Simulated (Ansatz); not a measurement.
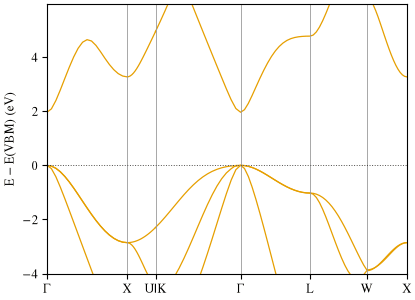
Fig. 1. Band structure from the program Ansatz at the LDA level (PAW)

Task: Read off the gap and where the band edges lie.

Result: About 2.0 eV (1.96 eV by a search for the band edges); maximum at Γ, minimum at Γ.

Task: Which of these materials gives this?
A) GaN, zinc blende
B) AlP, zinc blende
C) BeSe, zinc blende
D) AlAs, zinc blende

Result: A, GaN, zinc blende

Space group F-43m (zinc blende). The cell was relaxed with LDA under the symmetry of its start. Scalar-relativistic: spin–orbit coupling is off unless named, which matters more the heavier the elements.

Potentials: the earlier of the program's two PAW sets. The files were generated under PBE; for other functionals the program regenerates the frozen cores, and for LDA and PBEsol the local potential too.
